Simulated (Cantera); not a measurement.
Input: 1 mol HMDSO, 0.81 mol O3, 0.71 mol H2, equilibrated at 13.3 mbar.

Equilibrium computed with Cantera from the NASA thermochemical tables; the gas is ideal and each condensed phase is pure. Candidate condensed phases: C, C6H6, C7H8, C8H18, H2O, Si, SiC, SiO2; 123 gas species. The feed counts by its element totals alone. Mutual solubility and eutectic melting of coexisting phases are not modelled. The tables hold silica as quartz up to 1696 K and as liquid above; real silica turns to tridymite and cristobalite and melts near 1996 K. Kinetics and transport are ignored.

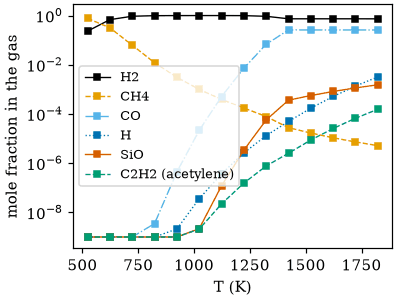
Fig. 1. Equilibrium gas composition (values under 1e-9 drawn at 1e-9)

From 523 K to 823 K the condensed part is C(graphite) + SiC(s) + SiO2(α-quartz). From 923 K to 1323 K the condensed part is C(graphite) + SiC(s) + SiO2(β-quartz). From 1423 K to 1823 K the condensed part is C(graphite) + SiC(s).
